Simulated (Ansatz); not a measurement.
# 1,3,5-triphenylbenzene (C₂₄H₁₈): one molecule under many settings, part 1 of 2

Aim: run 1,3,5-triphenylbenzene (C₂₄H₁₈) under a spread of inputs, and see what each costs and gives.

Computed with Ansatz 0.2.0, Gaussian basis. Level: the settings change from run to run.

### Step 1. The relaxed structure

The geometry comes from an earlier relaxation with PBE-D4/def2-SVP; it is a stationary point, not always the lowest conformer.

SMILES `c1ccc(-c2cc(-c3ccccc3)cc(-c3ccccc3)c2)cc1`, 42 atoms, charge 0, spin multiplicity 1.

Atoms are counted from 1 here; the program's logs count them from 0.

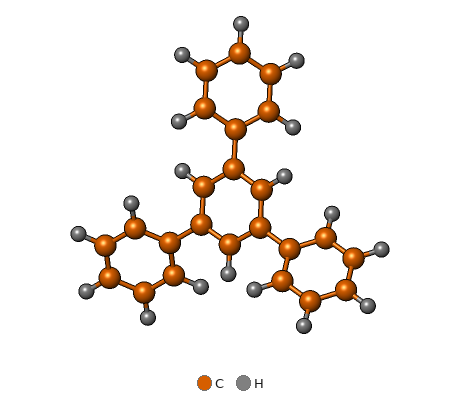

The structure; carbon orange, hydrogen grey.

### Step 2. r2SCANh/cc-pVDZ

This run has density fitting with def2-universal-jkfit.

Contents of in.yaml:

```yaml
crystal:
  periodic: [false, false, false]
  atoms:
    - {symbol: C, position_ang: [5.733215, -0.052827, 0.275027]}
    - {symbol: C, position_ang: [5.071135, 0.943929, -0.458899]}
    - {symbol: C, position_ang: [3.671628, 0.957215, -0.528688]}
    - {symbol: C, position_ang: [2.901877, -0.026847, 0.131426]}
    - {symbol: C, position_ang: [1.418711, -0.013018, 0.054395]}
    - {symbol: C, position_ang: [0.688986, -1.217563, -0.001572]}
    - {symbol: C, position_ang: [-0.719414, -1.222933, -0.055999]}
    - {symbol: C, position_ang: [-1.471089, -2.501483, -0.134823]}
    - {symbol: C, position_ang: [-0.967123, -3.597370, -0.871271]}
    - {symbol: C, position_ang: [-1.676835, -4.803421, -0.944944]}
    - {symbol: C, position_ang: [-2.906192, -4.942146, -0.281727]}
    - {symbol: C, position_ang: [-3.419190, -3.862990, 0.454992]}
    - {symbol: C, position_ang: [-2.710239, -2.656349, 0.526390]}
    - {symbol: C, position_ang: [-1.398343, 0.012548, -0.052533]}
    - {symbol: C, position_ang: [-0.699398, 1.235605, 0.001664]}
    - {symbol: C, position_ang: [-1.430750, 2.528010, 0.003423]}
    - {symbol: C, position_ang: [-0.912097, 3.657199, -0.669497]}
    - {symbol: C, position_ang: [-1.602200, 4.876721, -0.668640]}
    - {symbol: C, position_ang: [-2.827057, 4.995558, 0.006708]}
    - {symbol: C, position_ang: [-3.355142, 3.882992, 0.680388]}
    - {symbol: C, position_ang: [-2.665061, 2.663453, 0.677972]}
    - {symbol: C, position_ang: [0.709027, 1.205044, 0.054177]}
    - {symbol: C, position_ang: [3.582938, -1.024497, 0.865046]}
    - {symbol: C, position_ang: [4.982341, -1.036879, 0.937018]}
    - {symbol: H, position_ang: [6.832365, -0.063190, 0.330393]}
    - {symbol: H, position_ang: [5.650845, 1.714753, -0.989605]}
    - {symbol: H, position_ang: [3.163204, 1.727668, -1.128006]}
    - {symbol: H, position_ang: [1.230654, -2.174745, -0.002920]}
    - {symbol: H, position_ang: [-0.017139, -3.489949, -1.416835]}
    - {symbol: H, position_ang: [-1.270051, -5.640175, -1.533428]}
    - {symbol: H, position_ang: [-3.463105, -5.889748, -0.338431]}
    - {symbol: H, position_ang: [-4.377816, -3.964376, 0.986596]}
    - {symbol: H, position_ang: [-3.108447, -1.825166, 1.127907]}
    - {symbol: H, position_ang: [-2.493991, 0.023882, -0.147924]}
    - {symbol: H, position_ang: [0.034125, 3.566981, -1.224410]}
    - {symbol: H, position_ang: [-1.183867, 5.740280, -1.208208]}
    - {symbol: H, position_ang: [-3.368943, 5.953442, 0.008171]}
    - {symbol: H, position_ang: [-4.310302, 3.967907, 1.221128]}
    - {symbol: H, position_ang: [-3.074293, 1.804760, 1.231625]}
    - {symbol: H, position_ang: [1.263501, 2.149960, 0.150846]}
    - {symbol: H, position_ang: [3.002491, -1.784764, 1.409731]}
    - {symbol: H, position_ang: [5.491059, -1.817474, 1.523346]}
basis:
  gaussian: {orbitals: cc-pVDZ, fitting: {mean_field: def2-universal-jkfit}}
hamiltonian: {xc: {name: r2SCANh}}
scf: {omitted_lower_state_checks: [starts]}
output: {forces: true}
```

Started as:

```bash
ansatz run in.yaml --threads 2 --pin off --events-out ev --progress --plain --max-ram 22528MiB --backend cuda --devices 0, --max-vram 18GiB
```

What it wrote, shortened:

```text
Functional definition: r2SCANh
  name "r2SCANh"
  cite "Bursch, Neugebauer, Ehlert & Grimme, J. Chem. Phys. 156, 134105 (2022) doi:10.1063/5.0086040"
  cite "Furness, Kaplan, Ning, Perdew & Sun, J. Phys. Chem. Lett. 11, 8208 (2020) doi:10.1021/acs.jpclett.0c02405"
  cite "Furness, Kaplan, Ning, Perdew & Sun, J. Phys. Chem. Lett. 11, 9248 (2020) doi:10.1021/acs.jpclett.0c03077"
  parent r2scan
[...]
2124 factors; integrals over basis functions are off by at most 2.3e-1 eV
[...]
mean field -25168.32536253 eV, -924.9188973692 hartree, gradient 1.4e-5 eV, S^2 0.000000; 0 other end points of the search recorded, 0 dependent functions left out
[...]
reference -25168.32538252 eV, -924.9188981040 hartree; 81, 81 occupied and 345, 345 virtual orbitals, 2124 factors
Total energy: -25168.32538252 eV, -924.9188981040 hartree
Atom 0 at     5.733215    -0.052827     0.275027 Å, force    -0.089334    -0.001405    -0.008163 eV/Å
Atom 1 at     5.071135     0.943929    -0.458899 Å, force    -0.043591    -0.068915     0.050216 eV/Å
Atom 2 at     3.671628     0.957215    -0.528688 Å, force     0.022921    -0.068040     0.031020 eV/Å
Atom 3 at     2.901877    -0.026847     0.131426 Å, force     0.264812    -0.012624     0.014301 eV/Å
Atom 4 at     1.418711    -0.013018     0.054395 Å, force    -0.248129     0.004721    -0.008094 eV/Å
Atom 5 at     0.688986    -1.217563    -0.001572 Å, force    -0.017933     0.031082    -0.000396 eV/Å
[...]
Atom 26 at     3.163204     1.727668    -1.128006 Å, force     0.150986    -0.227889     0.172646 eV/Å
Atom 27 at     1.230654    -2.174745    -0.002920 Å, force    -0.154894     0.274125     0.000609 eV/Å
Atom 28 at    -0.017139    -3.489949    -1.416835 Å, force    -0.289271    -0.032427     0.157758 eV/Å
Atom 29 at    -1.270051    -5.640175    -1.533428 Å, force    -0.122318     0.258609     0.180157 eV/Å
Atom 30 at    -3.463105    -5.889748    -0.338431 Å, force     0.168906     0.290725     0.016649 eV/Å
Atom 31 at    -4.377816    -3.964376     0.986596 Å, force     0.292956     0.033775    -0.161009 eV/Å
Atom 32 at    -3.108447    -1.825166     1.127907 Å, force     0.117383    -0.246029    -0.173285 eV/Å
Atom 33 at    -2.493991     0.023882    -0.147924 Å, force     0.313519    -0.003336     0.014315 eV/Å
Atom 34 at     0.034125     3.566981    -1.224410 Å, force    -0.282692     0.026507     0.160666 eV/Å
Atom 35 at    -1.183867     5.740280    -1.208208 Å, force    -0.125881    -0.265459     0.164734 eV/Å
Atom 36 at    -3.368943     5.953442     0.008171 Å, force     0.164617    -0.291640    -0.000901 eV/Å
Atom 37 at    -4.310302     3.967907     1.221128 Å, force     0.293392    -0.028363    -0.165248 eV/Å
Atom 38 at    -3.074293     1.804760     1.231625 Å, force     0.122293     0.255631    -0.160081 eV/Å
Atom 39 at     1.263501     2.149960     0.150846 Å, force    -0.158689    -0.270102    -0.014659 eV/Å
Atom 40 at     3.002491    -1.784764     1.409731 Å, force     0.176440     0.231008    -0.157178 eV/Å
Atom 41 at     5.491059    -1.817474     1.523346 Å, force    -0.158512     0.237831    -0.179357 eV/Å
Dipole moment:     0.002800    -0.004910     0.000008 e Å
Checks for a lower state left out: starts
```

Run time: 7.5 s. Hardware: 1 × H100 (card shared with other runs) with 2 threads of AMD EPYC 7R13, shared host.

Largest force 0.338 eV/Å, dipole 0.03 D.

### Step 3. r2SCANh/cc-pVTZ-DK

This run has atoms shaken by 0.08 Å, density fitting with def2-universal-jkfit, a grid of angular degree 47, D3(BJ) with three-body dispersion.

Contents of in.yaml:

```yaml
crystal:
  periodic: [false, false, false]
  atoms:
    - {symbol: C, position_ang: [5.655469, 0.057966, 0.160477]}
    - {symbol: C, position_ang: [5.082598, 0.814928, -0.511623]}
    - {symbol: C, position_ang: [3.767156, 1.004491, -0.542270]}
    - {symbol: C, position_ang: [2.938497, -0.076466, 0.058678]}
    - {symbol: C, position_ang: [1.462952, -0.024484, -0.028081]}
    - {symbol: C, position_ang: [0.657057, -1.262510, 0.110457]}
    - {symbol: C, position_ang: [-0.621905, -1.098402, 0.030013]}
    - {symbol: C, position_ang: [-1.318338, -2.434062, -0.143409]}
    - {symbol: C, position_ang: [-1.057476, -3.591903, -0.973933]}
    - {symbol: C, position_ang: [-1.635093, -4.678655, -0.886045]}
    - {symbol: C, position_ang: [-2.860919, -5.087290, -0.233128]}
    - {symbol: C, position_ang: [-3.345206, -3.836329, 0.458399]}
    - {symbol: C, position_ang: [-2.730626, -2.616079, 0.356436]}
    - {symbol: C, position_ang: [-1.503196, -0.152819, -0.077675]}
    - {symbol: C, position_ang: [-0.652388, 1.362749, 0.059397]}
    - {symbol: C, position_ang: [-1.526383, 2.517057, -0.150270]}
    - {symbol: C, position_ang: [-0.922191, 3.516763, -0.586160]}
    - {symbol: C, position_ang: [-1.589210, 4.901424, -0.520585]}
    - {symbol: C, position_ang: [-2.811447, 5.059933, -0.046118]}
    - {symbol: C, position_ang: [-3.262830, 3.959307, 0.735121]}
    - {symbol: C, position_ang: [-2.577286, 2.761041, 0.749370]}
    - {symbol: C, position_ang: [0.787438, 1.280186, 0.101463]}
    - {symbol: C, position_ang: [3.665519, -1.089207, 0.802884]}
    - {symbol: C, position_ang: [4.930562, -1.137429, 1.072628]}
    - {symbol: H, position_ang: [6.751217, 0.004899, 0.290344]}
    - {symbol: H, position_ang: [5.638711, 1.788627, -0.961780]}
    - {symbol: H, position_ang: [3.114881, 1.674505, -1.161637]}
    - {symbol: H, position_ang: [1.020881, -2.028998, -0.012193]}
    - {symbol: H, position_ang: [-0.050784, -3.585441, -1.599660]}
    - {symbol: H, position_ang: [-1.262825, -5.592907, -1.556605]}
    - {symbol: H, position_ang: [-3.406071, -6.055564, -0.255742]}
    - {symbol: H, position_ang: [-4.299829, -3.931862, 1.008177]}
    - {symbol: H, position_ang: [-3.063181, -1.967348, 1.091412]}
    - {symbol: H, position_ang: [-2.542815, -0.040569, -0.139712]}
    - {symbol: H, position_ang: [0.069743, 3.520777, -1.181038]}
    - {symbol: H, position_ang: [-1.314376, 5.815586, -1.201788]}
    - {symbol: H, position_ang: [-3.284448, 5.918196, 0.007322]}
    - {symbol: H, position_ang: [-4.355585, 3.881285, 1.222417]}
    - {symbol: H, position_ang: [-3.063864, 1.877685, 1.172669]}
    - {symbol: H, position_ang: [1.198918, 2.079555, 0.036326]}
    - {symbol: H, position_ang: [2.943636, -1.869005, 1.641843]}
    - {symbol: H, position_ang: [5.528099, -1.820243, 1.410183]}
basis:
  gaussian: {orbitals: cc-pVTZ-DK, fitting: {mean_field: def2-universal-jkfit}, final_grid: {core_spheres: 20, valence_spheres: 16, degree: 47}}
hamiltonian: {xc: {name: r2SCANh}, dispersion: d3bjatm}
output: {forces: true}
```

The command is unchanged.

What it wrote:

```text
Functional definition: r2SCANh
  name "r2SCANh"
  cite "Bursch, Neugebauer, Ehlert & Grimme, J. Chem. Phys. 156, 134105 (2022) doi:10.1063/5.0086040"
  cite "Furness, Kaplan, Ning, Perdew & Sun, J. Phys. Chem. Lett. 11, 8208 (2020) doi:10.1021/acs.jpclett.0c02405"
  cite "Furness, Kaplan, Ning, Perdew & Sun, J. Phys. Chem. Lett. 11, 9248 (2020) doi:10.1021/acs.jpclett.0c03077"
  parent r2scan
  parameter a = 0.1
  parameter k0 = 0.174
  parameter k1 = 0.065
  parameter a1 = 4.9479
  exchange = (1 - a)*r2scan_x(k0 = k0, k1 = k1, a1 = a1) + a*exact_x
  correlation = r2scan_c
2124 factors; integrals over basis functions are off by at most 1.0e0 eV
mean field evaluation 1: about -25134.4838 eV, gradient 1.2e2 eV
mean field evaluation 2: about -25113.9590 eV, gradient 1.5e2 eV
mean field evaluation 4: about -25167.5172 eV, gradient 2.1e1 eV
mean field evaluation 8: about -25168.6591 eV, gradient 2.8e-1 eV
mean field evaluation 16: about -25168.7064 eV, gradient 2.0e-3 eV
mean field -25168.70636455 eV, -924.9328989352 hartree, gradient 1.8e-5 eV, S^2 0.000000; 0 other end points of the search recorded, 0 dependent functions left out
the calculation of the forces begins
reference -25168.70638798 eV, -924.9328997963 hartree; 81, 81 occupied and 891, 891 virtual orbitals, 2124 factors
Total energy: -25169.24264048 eV, -924.9526067122 hartree
Relativity: scalar
Atom 0 at     5.655469     0.057966     0.160477 Å, force     9.034378   -14.757876    12.155895 eV/Å
Atom 1 at     5.082598     0.814928    -0.511623 Å, force    -3.529793    14.676281    -9.581643 eV/Å
Atom 2 at     3.767156     1.004491    -0.542270 Å, force    -7.978104    -3.397341     0.156200 eV/Å
Atom 3 at     2.938497    -0.076466     0.058678 Å, force     1.855526     2.163005    -0.645143 eV/Å
Atom 4 at     1.462952    -0.024484    -0.028081 Å, force    -1.131917    -0.666641     2.384028 eV/Å
Atom 5 at     0.657057    -1.262510     0.110457 Å, force     0.939400    18.011028     0.953906 eV/Å
Atom 6 at    -0.621905    -1.098402     0.030013 Å, force    -5.732032    -6.582474    -1.027141 eV/Å
Atom 7 at    -1.318338    -2.434062    -0.143409 Å, force    -5.174501    -2.395395    -0.610628 eV/Å
Atom 8 at    -1.057476    -3.591903    -0.973933 Å, force     8.378699     9.929017    -0.157071 eV/Å
Atom 9 at    -1.635093    -4.678655    -0.886045 Å, force    -5.879468   -13.449991    -1.654452 eV/Å
Atom 10 at    -2.860919    -5.087290    -0.233128 Å, force     0.714561     5.500040     1.258772 eV/Å
Atom 11 at    -3.345206    -3.836329     0.458399 Å, force    -1.070270    -4.273609    -1.625380 eV/Å
Atom 12 at    -2.730626    -2.616079     0.356436 Å, force     4.301135    -0.804735     0.225953 eV/Å
Atom 13 at    -1.503196    -0.152819    -0.077675 Å, force     3.537862     9.561782     1.218777 eV/Å
Atom 14 at    -0.652388     1.362749     0.059397 Å, force    -1.235198    -6.361847    -1.370386 eV/Å
Atom 15 at    -1.526383     2.517057    -0.150270 Å, force     0.083240    -5.058346     5.428256 eV/Å
Atom 16 at    -0.922191     3.516763    -0.586160 Å, force     3.704602    11.296097    -5.350857 eV/Å
Atom 17 at    -1.589210     4.901424    -0.520585 Å, force     3.082898    -0.387204    -4.024789 eV/Å
Atom 18 at    -2.811447     5.059933    -0.046118 Å, force     0.579373    -5.013838     2.899336 eV/Å
Atom 19 at    -3.262830     3.959307     0.735121 Å, force    -3.025271    -1.312567     0.787208 eV/Å
Atom 20 at    -2.577286     2.761041     0.749370 Å, force    -2.707970    -0.645490    -0.883151 eV/Å
Atom 21 at     0.787438     1.280186     0.101463 Å, force    -7.768171   -11.027192    -0.639977 eV/Å
Atom 22 at     3.665519    -1.089207     0.802884 Å, force    -6.562156    -2.202974     3.219152 eV/Å
Atom 23 at     4.930562    -1.137429     1.072628 Å, force     1.382719     7.853380    -6.282757 eV/Å
Atom 24 at     6.751217     0.004899     0.290344 Å, force    -0.680017     0.242735    -0.231305 eV/Å
Atom 25 at     5.638711     1.788627    -0.961780 Å, force    -0.672660    -2.468735     0.562620 eV/Å
Atom 26 at     3.114881     1.674505    -1.161637 Å, force     1.483842    -0.231308     0.620429 eV/Å
Atom 27 at     1.020881    -2.028998    -0.012193 Å, force     6.784633   -13.909323    -1.725127 eV/Å
Atom 28 at    -0.050784    -3.585441    -1.599660 Å, force    -2.069782     0.201577     1.216978 eV/Å
Atom 29 at    -1.262825    -5.592907    -1.556605 Å, force    -0.308817     2.113334     1.282372 eV/Å
Atom 30 at    -3.406071    -6.055564    -0.255742 Å, force     0.886911     0.984746     0.027629 eV/Å
Atom 31 at    -4.299829    -3.931862     1.008177 Å, force     0.595529     0.351585    -0.237842 eV/Å
Atom 32 at    -3.063181    -1.967348     1.091412 Å, force    -0.776933     1.857791     0.890572 eV/Å
Atom 33 at    -2.542815    -0.040569    -0.139712 Å, force    -0.935413    -0.560720    -0.246022 eV/Å
Atom 34 at     0.069743     3.520777    -1.181038 Å, force    -1.811150    -0.244607     1.178652 eV/Å
Atom 35 at    -1.314376     5.815586    -1.201788 Å, force     0.614170    -2.055803     1.416545 eV/Å
Atom 36 at    -3.284448     5.918196     0.007322 Å, force    -2.318283     4.065587    -0.234201 eV/Å
Atom 37 at    -4.355585     3.881285     1.222417 Å, force     2.727277     0.760124    -0.882093 eV/Å
Atom 38 at    -3.063864     1.877685     1.172669 Å, force     0.311171     0.454469     0.383764 eV/Å
Atom 39 at     1.198918     2.079555     0.036326 Å, force     5.658773     9.386442    -0.377551 eV/Å
Atom 40 at     2.943636    -1.869005     1.641843 Å, force     1.756273     2.096878    -3.060819 eV/Å
Atom 41 at     5.528099    -1.820243     1.410183 Å, force     2.954934    -3.697882     2.581289 eV/Å
Dipole moment:     0.100117     0.286249    -0.023122 e Å
```

It took 26 s on 1 × H100 (card shared with other runs) with 2 threads of AMD EPYC 7R13, shared host; peak host memory 1.6 GiB.

Largest force 21.147 eV/Å, dipole 1.46 D.

(Continued in part 2 of 2.)
